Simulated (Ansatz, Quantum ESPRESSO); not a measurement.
# Charging honeycomb PN, 1 layer, part 2 of 5

Wanted: the capacitance of honeycomb PN, 1 layer by the effective screening medium.

Quantum ESPRESSO 7.5; plane-wave DFT, LDA, GBRV ultrasoft pseudopotentials; geometry by Ansatz 0.2.0 with PAW datasets.

So far: Set-up; Geometry from Ansatz.

### 3. Self-consistent run: charge -0.0194 e

ESM with bc3 puts vacuum below and a metal electrode at the cell's upper end, z = c/2, which holds the counter charge and sets the zero of potential. tot_charge counts missing electrons, so a negative value adds electrons. The energies and forces that the log prints for charged cells are not used here.

Level of this step: plane-wave DFT, LDA, GBRV ultrasoft pseudopotentials (Quantum ESPRESSO 7.5).

Contents of q0.in:

```
&control
  prefix = 'q0'
  outdir = './out'
  pseudo_dir = './pseudo'
  calculation = 'scf'
  tprnfor = .true.
/
&system
  ibrav = 0
  nat = 2
  ntyp = 2
  ecutwfc = 40
  ecutrho = 200
  occupations = 'smearing'
  smearing = 'fd'
  degauss = 0.004
  assume_isolated = 'esm'
  esm_bc = 'bc3'
  tot_charge = -0.0194
/
&electrons
  conv_thr = 1e-08
  mixing_beta = 0.4
  electron_maxstep = 120
  mixing_mode = 'local-TF'
/
ATOMIC_SPECIES
  N   14.0070  n_lda_v1.2.uspp.F.UPF
  P   30.9738  p_lda_v1.5.uspp.F.UPF
CELL_PARAMETERS angstrom
  2.72802052999298 -0.00000000000000 0.00000000000000
  -1.36401026499649 2.36253508101941 -0.00000000000000
  0.00000000000000 -0.00000000000000 16.86000000000000
ATOMIC_POSITIONS crystal
  N   0.666666666667 0.333333333333 0.033596884744
  P   0.333333333333 0.666666666667 0.085027077296
K_POINTS automatic
  36 36 1 0 0 0
```

Command:

```
$ OMP_NUM_THREADS=1 mpirun -n 2 pw.x -nk 2 -in q0.in > q0.out
```

The program printed:

```text
Program PWSCF v.7.5 starts
[citation notice left out]

     Parallel version (MPI & OpenMP), running on       2 processor cores
     Number of MPI processes:                 2
     Threads/MPI process:                     1

     MPI processes distributed on     1 nodes
[...]
Current dimensions of program PWSCF are:
     Max number of different atomic species (ntypx) = 10
     Max number of k-points (npk) =  40000
     Max angular momentum in pseudopotentials (lmaxx) =  4
     Message from routine setup:
     using ibrav=0 with symmetry is DISCOURAGED, use correct ibrav instead

     K-points division:     npool     =       2
     Subspace diagonalization in iterative solution of the eigenvalue problem:
     a serial algorithm will be used

     G-vector sticks info
     --------------------
     sticks:   dense  smooth     PW     G-vecs:    dense   smooth      PW
     Sum         367     295     91                35093    25131    4495

     Using Slab Decomposition

     bravais-lattice index     =            0
     lattice parameter (alat)  =       5.1552  a.u.
     unit-cell volume          =     733.2973 (a.u.)^3
     number of atoms/cell      =            2
     number of atomic types    =            2
     number of electrons       =        10.02
     number of Kohn-Sham states=            9
     kinetic-energy cutoff     =      40.0000  Ry
     charge density cutoff     =     200.0000  Ry
     scf convergence threshold =      1.0E-08
     mixing beta               =       0.4000
     number of iterations used =            8  local-TF  mixing
     Exchange-correlation=  SLA  PZ   NOGX NOGC
                           (   1   1   0   0   0   0   0)

     Effective Screening Medium Method
     =================================
     Boundary Conditions: Vacuum-Slab-Metal
     total charge in unit cell        =  -0.0194
     grid points for fit at edges     =        4

     celldm(1)=   5.155212  celldm(2)=   0.000000  celldm(3)=   0.000000
     celldm(4)=   0.000000  celldm(5)=   0.000000  celldm(6)=   0.000000

     crystal axes: (cart. coord. in units of alat)
               a(1) = (   1.000000  -0.000000   0.000000 )
               a(2) = (  -0.500000   0.866025  -0.000000 )
               a(3) = (   0.000000  -0.000000   6.180305 )

     reciprocal axes: (cart. coord. in units 2 pi/alat)
               b(1) = (  1.000000  0.577350  0.000000 )
               b(2) = (  0.000000  1.154701  0.000000 )
               b(3) = (  0.000000  0.000000  0.161804 )

     PseudoPot. # 1 for N  read from file:
     ./pseudo/n_lda_v1.2.uspp.F.UPF
     Pseudo is Ultrasoft + core correction, Zval =  5.0
     Generated by new atomic code, or converted to UPF format
     Using radial grid of  729 points,  4 beta functions with:
                l(1) =   0
                l(2) =   0
                l(3) =   1
                l(4) =   1
     Q(r) pseudized with  8 coefficients,  rinner =    0.900   0.900   0.900

     PseudoPot. # 2 for P  read from file:
     ./pseudo/p_lda_v1.5.uspp.F.UPF
     Pseudo is Ultrasoft + core correction, Zval =  5.0
     Generated by new atomic code, or converted to UPF format
     Using radial grid of  903 points,  6 beta functions with:
                l(1) =   0
                l(2) =   0
                l(3) =   1
                l(4) =   1
                l(5) =   2
                l(6) =   2
     Q(r) pseudized with  8 coefficients,  rinner =    1.300   1.300   1.300
                                                       1.300   1.300

     atomic species   valence    mass     pseudopotential
     N                 5.00    14.00700     N ( 1.00)
     P                 5.00    30.97380     P ( 1.00)

      6 Sym. Ops. (no inversion) found

   Cartesian axes

     site n.     atom                  positions (alat units)
         1        N      tau(   1) = (   0.5000000   0.2886751   0.2076390  )
         2        P      tau(   2) = (  -0.0000000   0.5773503   0.5254933  )

     number of k points=   127  Fermi-Dirac smearing, width (Ry)=  0.0040

     Number of k-points >= 100: set verbosity='high' to print them.

     Dense  grid:    35093 G-vectors     FFT dimensions: (  24,  24, 144)

     Smooth grid:    25131 G-vectors     FFT dimensions: (  24,  24, 135)

     Estimated max dynamical RAM per process >     103.10 MB

     Estimated total dynamical RAM >     197.63 MB

     Initial potential from superposition of free atoms

     starting charge       9.9998, renormalised to      10.0194

     negative rho (up, down):  6.678E-05 0.000E+00
     Starting wfcs are    8 randomized atomic wfcs +    1 random wfcs

     total cpu time spent up to now is        1.1 secs

     per-process dynamical memory:    53.7 Mb

     Self-consistent Calculation

     iteration #  1     ecut=    40.00 Ry     beta= 0.40
     Davidson diagonalization with overlap
     ethr =  1.00E-02,  avg # of iterations = 16.1

     negative rho (up, down):  8.291E-05 0.000E+00

     total cpu time spent up to now is        6.1 secs

     total energy              =     -35.59066392 Ry
     estimated scf accuracy    <       0.45529360 Ry

     iteration #  2     ecut=    40.00 Ry     beta= 0.40
[...]
negative rho (up, down):  1.363E-04 0.000E+00

[...]
total energy              =     -35.59080965 Ry
     estimated scf accuracy    <       0.10781598 Ry

     iteration #  3     ecut=    40.00 Ry     beta= 0.40
[...]
negative rho (up, down):  1.696E-04 0.000E+00

[...]
total energy              =     -35.66756342 Ry
     estimated scf accuracy    <       0.01561771 Ry

     iteration #  4     ecut=    40.00 Ry     beta= 0.40
[...]
c_bands:  1 eigenvalues not converged
     c_bands:  1 eigenvalues not converged
     c_bands:  1 eigenvalues not converged
     c_bands:  2 eigenvalues not converged
     c_bands:  2 eigenvalues not converged
     c_bands:  1 eigenvalues not converged
     c_bands:  1 eigenvalues not converged
     c_bands:  1 eigenvalues not converged
     c_bands:  1 eigenvalues not converged
     c_bands:  3 eigenvalues not converged
     c_bands:  1 eigenvalues not converged
     c_bands:  1 eigenvalues not converged
     c_bands:  1 eigenvalues not converged
     c_bands:  1 eigenvalues not converged
     c_bands:  1 eigenvalues not converged
     c_bands:  4 eigenvalues not converged
     c_bands:  2 eigenvalues not converged
     c_bands:  1 eigenvalues not converged
     c_bands:  1 eigenvalues not converged
[...]
c_bands:  1 eigenvalues not converged
     c_bands:  1 eigenvalues not converged
     c_bands:  1 eigenvalues not converged
     c_bands:  1 eigenvalues not converged
     c_bands:  1 eigenvalues not converged
     c_bands:  1 eigenvalues not converged
[...]
negative rho (up, down):  4.180E-04 0.000E+00

[...]
total energy              =     -35.68226216 Ry
     estimated scf accuracy    <       0.00051243 Ry

     iteration #  6     ecut=    40.00 Ry     beta= 0.40
[...]
c_bands:  1 eigenvalues not converged
     c_bands:  1 eigenvalues not converged
     c_bands:  3 eigenvalues not converged
     c_bands:  2 eigenvalues not converged
     c_bands:  2 eigenvalues not converged
     c_bands:  1 eigenvalues not converged
     c_bands:  2 eigenvalues not converged
     c_bands:  1 eigenvalues not converged
     c_bands:  1 eigenvalues not converged
     c_bands:  1 eigenvalues not converged
     c_bands:  1 eigenvalues not converged
     c_bands:  1 eigenvalues not converged
     c_bands:  1 eigenvalues not converged
     c_bands:  1 eigenvalues not converged
     c_bands:  1 eigenvalues not converged
     c_bands:  1 eigenvalues not converged
     c_bands:  1 eigenvalues not converged
     c_bands:  1 eigenvalues not converged
     c_bands:  2 eigenvalues not converged
     c_bands:  1 eigenvalues not converged
     c_bands:  3 eigenvalues not converged
     c_bands:  1 eigenvalues not converged
     c_bands:  1 eigenvalues not converged
     c_bands:  1 eigenvalues not converged
     c_bands:  1 eigenvalues not converged
     c_bands:  1 eigenvalues not converged
     c_bands:  1 eigenvalues not converged
     c_bands:  1 eigenvalues not converged
     c_bands:  1 eigenvalues not converged
     c_bands:  3 eigenvalues not converged
     c_bands:  2 eigenvalues not converged
     c_bands:  1 eigenvalues not converged
     c_bands:  1 eigenvalues not converged
     c_bands:  1 eigenvalues not converged
     c_bands:  3 eigenvalues not converged
     c_bands:  1 eigenvalues not converged
     c_bands:  1 eigenvalues not converged
     c_bands:  1 eigenvalues not converged
     c_bands:  1 eigenvalues not converged
     c_bands:  2 eigenvalues not converged
     c_bands:  1 eigenvalues not converged
     c_bands:  2 eigenvalues not converged
     c_bands:  3 eigenvalues not converged
     c_bands:  1 eigenvalues not converged
     c_bands:  1 eigenvalues not converged
     c_bands:  1 eigenvalues not converged
     c_bands:  1 eigenvalues not converged
     c_bands:  1 eigenvalues not converged
[...]
negative rho (up, down):  5.810E-04 0.000E+00

[...]
total energy              =     -35.68271220 Ry
     estimated scf accuracy    <       0.00008892 Ry

     iteration #  7     ecut=    40.00 Ry     beta= 0.40
[...]
c_bands:  1 eigenvalues not converged
     c_bands:  2 eigenvalues not converged
     c_bands:  2 eigenvalues not converged
     c_bands:  1 eigenvalues not converged
     c_bands:  1 eigenvalues not converged
     c_bands:  1 eigenvalues not converged
     c_bands:  1 eigenvalues not converged
     c_bands:  1 eigenvalues not converged
     c_bands:  2 eigenvalues not converged
     c_bands:  1 eigenvalues not converged
     c_bands:  1 eigenvalues not converged
     c_bands:  1 eigenvalues not converged
     c_bands:  1 eigenvalues not converged
     c_bands:  1 eigenvalues not converged
     c_bands:  1 eigenvalues not converged
     c_bands:  1 eigenvalues not converged
     c_bands:  1 eigenvalues not converged
     c_bands:  1 eigenvalues not converged
     c_bands:  1 eigenvalues not converged
     c_bands:  1 eigenvalues not converged
     c_bands:  1 eigenvalues not converged
     c_bands:  2 eigenvalues not converged
     c_bands:  1 eigenvalues not converged
     c_bands:  2 eigenvalues not converged
     c_bands:  1 eigenvalues not converged
     c_bands:  1 eigenvalues not converged
[...]
negative rho (up, down):  5.562E-04 0.000E+00

[...]
total energy              =     -35.68282856 Ry
     estimated scf accuracy    <       0.00002338 Ry

     iteration #  8     ecut=    40.00 Ry     beta= 0.40
[...]
c_bands:  1 eigenvalues not converged
[...]
negative rho (up, down):  4.105E-04 0.000E+00

[...]
total energy              =     -35.68285007 Ry
     estimated scf accuracy    <       0.00002152 Ry

     iteration #  9     ecut=    40.00 Ry     beta= 0.40
[...]
negative rho (up, down):  3.746E-04 0.000E+00

[...]
total energy              =     -35.68286085 Ry
     estimated scf accuracy    <       0.00000211 Ry

     iteration # 10     ecut=    40.00 Ry     beta= 0.40
[...]
negative rho (up, down):  3.700E-04 0.000E+00

[...]
total energy              =     -35.68286765 Ry
     estimated scf accuracy    <       0.00000309 Ry

     iteration # 11     ecut=    40.00 Ry     beta= 0.40
[...]
negative rho (up, down):  2.580E-04 0.000E+00

[...]
total energy              =     -35.68288327 Ry
     estimated scf accuracy    <       0.00000181 Ry

     iteration # 12     ecut=    40.00 Ry     beta= 0.40
[...]
negative rho (up, down):  2.197E-04 0.000E+00

[...]
total energy              =     -35.68288765 Ry
     estimated scf accuracy    <       0.00000075 Ry

     iteration # 13     ecut=    40.00 Ry     beta= 0.40
[...]
negative rho (up, down):  2.163E-04 0.000E+00

[...]
total energy              =     -35.68288603 Ry
     estimated scf accuracy    <       0.00000009 Ry

     iteration # 14     ecut=    40.00 Ry     beta= 0.40
[...]
negative rho (up, down):  2.084E-04 0.000E+00

[...]
total energy              =     -35.68288679 Ry
     estimated scf accuracy    <       0.00000021 Ry

     iteration # 15     ecut=    40.00 Ry     beta= 0.40
[...]
negative rho (up, down):  1.989E-04 0.000E+00

[...]
total energy              =     -35.68288747 Ry
     estimated scf accuracy    <       0.00000004 Ry

     iteration # 16     ecut=    40.00 Ry     beta= 0.40
[...]
negative rho (up, down):  1.977E-04 0.000E+00

[...]
End of self-consistent calculation

     Number of k-points >= 100: set verbosity='high' to print the bands.

     the Fermi energy is    -2.0631 ev

!    total energy              =     -35.68288734 Ry
     estimated scf accuracy    <          1.1E-09 Ry
     smearing contrib. (-TS)   =      -0.00018423 Ry
     internal energy E=F+TS    =     -35.68270311 Ry

     The total energy is F=E-TS. E is the sum of the following terms:
     one-electron contribution =   -1453.86267747 Ry
     hartree contribution      =     728.53310007 Ry
     xc contribution           =     -11.27574964 Ry
     ewald contribution        =     700.92262393 Ry

     convergence has been achieved in  16 iterations

     negative rho (up, down):  1.977E-04 0.000E+00

     Forces acting on atoms (cartesian axes, Ry/au):

     atom    1 type  1   force =     0.00000000    0.00000000    0.02452866
     atom    2 type  2   force =     0.00000000   -0.00000000   -0.02434296

     Total force =     0.034558     Total SCF correction =     0.000058

[...]
=------------------------------------------------------------------------------=
   JOB DONE.
=------------------------------------------------------------------------------=
[...]
```

Run time: 74 s. Hardware: 2 MPI ranks of Arm Neoverse V2, shared host; peak memory 0.21 GiB; 2.5 min of CPU time.

This step gave:

```
Fermi energy                                                   : -2.063 eV
vacuum line at the lower end of the cell, over the Fermi level : 6.014 eV
slope of the potential above                                   : -0.5451 eV/Å
vacuum line at the upper end of the cell, over the Fermi level : 2.063 eV
```

Electrostatic potential energy of an electron; zero at the Fermi level. Potential energy, planar mean against z:

```
z (Å)  potential energy, planar mean (eV)
   -8                                6.01
   -7                                6.01
   -6                                6.01
   -5                                6.01
   -4                                6.01
   -3                                6.01
   -2                                6.01
   -1                                5.84
    0                               0.728
    1                               -19.0
    2                               -8.24
    3                                4.11
    4                                4.42
    5                                3.93
    6                                3.39
    7                                2.84
    8                                2.30
```

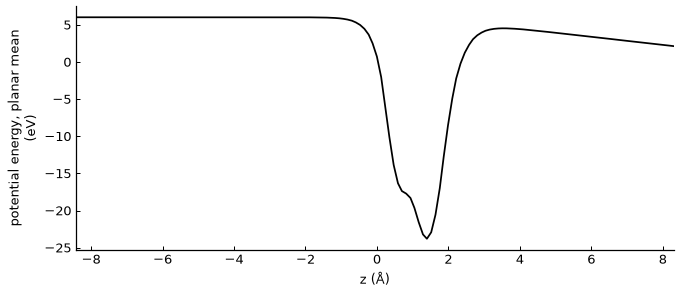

Potential energy, planar mean, plotted against z.

The run needed 16 iterations to bring the estimated error under 1e-08 Ry.

Inside the slab this potential holds the local part of the pseudopotentials, which can be repulsive at the nuclei; only its value in the vacuum has a meaning of its own.

Gauss's law asks for a slope of 180.95 q/A = -0.545 eV/Å in the gap; the run gives -0.545.

### 4. Ground state: charge -0.0097 e

The charge is stepped; where the run before has converged, its density is the start.

q1.in, as its differences from the input of step 3:

```diff
@@ -1,3 +1,3 @@
 &control
-  prefix = 'q0'
+  prefix = 'q1'
   outdir = './out'
@@ -18,3 +18,3 @@
   esm_bc = 'bc3'
-  tot_charge = -0.0194
+  tot_charge = -0.0097
 /
@@ -25,2 +25,3 @@
   mixing_mode = 'local-TF'
+  startingpot = 'file'
 /
```

Command:

```
$ cp -r out/q0.save out/q1.save
$ OMP_NUM_THREADS=1 mpirun -n 2 pw.x -nk 2 -in q1.in > q1.out
```

The program printed:

```text
[banner, memory and clock lines left out]
Program PWSCF v.7.5 starts
[...]
Message from routine setup:
[...]
number of electrons       =        10.01
     number of Kohn-Sham states=            9
     kinetic-energy cutoff     =      40.0000  Ry
     charge density cutoff     =     200.0000  Ry
[...]
number of k points=   127  Fermi-Dirac smearing, width (Ry)=  0.0040
[...]
Dense  grid:    35093 G-vectors     FFT dimensions: (  24,  24, 144)
[...]
The initial density is read from file :
[...]
negative rho (up, down):  1.975E-04 0.000E+00
     Starting wfcs are    8 randomized atomic wfcs +    1 random wfcs
[...]
negative rho (up, down):  1.310E-04 0.000E+00
[...]
estimated scf accuracy    <       0.00250212 Ry
[...]
negative rho (up, down):  1.394E-04 0.000E+00
[...]
estimated scf accuracy    <       0.00068184 Ry
[...]
negative rho (up, down):  2.175E-04 0.000E+00
[...]
estimated scf accuracy    <       0.00022726 Ry
[...]
negative rho (up, down):  1.797E-04 0.000E+00
[...]
estimated scf accuracy    <       0.00006601 Ry
[...]
negative rho (up, down):  1.321E-04 0.000E+00
[...]
estimated scf accuracy    <       0.00000993 Ry
[...]
negative rho (up, down):  1.076E-04 0.000E+00
[...]
estimated scf accuracy    <       0.00000865 Ry
[...]
negative rho (up, down):  1.062E-04 0.000E+00
[...]
estimated scf accuracy    <       0.00000263 Ry
[...]
negative rho (up, down):  1.202E-04 0.000E+00
[...]
estimated scf accuracy    <       0.00000216 Ry
[...]
negative rho (up, down):  1.706E-04 0.000E+00
[...]
estimated scf accuracy    <       0.00000072 Ry
[...]
negative rho (up, down):  1.865E-04 0.000E+00
[...]
estimated scf accuracy    <       0.00000074 Ry
[...]
negative rho (up, down):  1.998E-04 0.000E+00
[...]
estimated scf accuracy    <       0.00000025 Ry
[...]
negative rho (up, down):  1.974E-04 0.000E+00
[...]
estimated scf accuracy    <       0.00000008 Ry
[...]
negative rho (up, down):  2.033E-04 0.000E+00
[...]
the Fermi energy is    -3.6309 ev
!    total energy              =     -35.68085924 Ry
     estimated scf accuracy    <          7.7E-09 Ry
     smearing contrib. (-TS)   =      -0.00011866 Ry
     internal energy E=F+TS    =     -35.68074058 Ry
[...]
one-electron contribution =   -1452.74446646 Ry
     hartree contribution      =     727.41209861 Ry
     xc contribution           =     -11.27099665 Ry
     ewald contribution        =     700.92262393 Ry
     convergence has been achieved in  13 iterations
     negative rho (up, down):  2.033E-04 0.000E+00
[...]
Total force =     0.032267     Total SCF correction =     0.000273
[...]
```

Wall time 82 s (2 MPI ranks); peak memory 0.21 GiB.

Read from the output:

| Quantity | Value |
| --- | --- |
| Fermi energy | -3.631 eV |
| vacuum line at the lower end of the cell, over the Fermi level | 6.059 eV |
| slope of the potential above | -0.2726 eV/Å |
| vacuum line at the upper end of the cell, over the Fermi level | 3.631 eV |

The electrode's potential over the Fermi level goes from 2.063 to 3.631 eV, the far face's from 6.014 to 6.059 eV.

(Part 2 of 5 ends here.)

[Logs are printed without paths, hosts, clocks, repeated set-up lines and the standing remarks that a program may print on its own settings, such as how far it seeks lower states.]

[Hosts, paths, dates, database ids (printed as entryN), source tags and the programs' standing remarks are cut or masked in the printed files.]

[Maps of the electrostatic potential energy from Ansatz leave out the sawtooth potential of an applied field or a dipole correction, so their vacuum need not be flat; planar profiles and work functions include it.]
